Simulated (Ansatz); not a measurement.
The starting structures come from a database of crystals and need not be the phases stable at ambient conditions.

 Where the default PAW files enter, the runs use the earlier of Ansatz's two default sets.

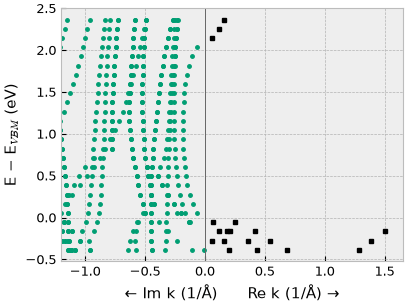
Fig. 1. Complex bands at the centre of the two-dimensional zone; r2SCAN in Ansatz (a program for electronic structure)

No gap correction and no spin-orbit coupling; mid-gap values are interpolated between computed energies.

Task: This is CuI (P-3m1, not sure to be the ambient phase, 4 atoms a cell, 25.5 Å³ an atom) along the normal of (110). Read off the slowest decay at the centre of the two-dimensional zone at 1.04 eV, the computed energy nearest the middle of the gap.

Result: κ ≈ 0.19 1/Å, a decay length 1/(2κ) of the density of 2.7 Å.
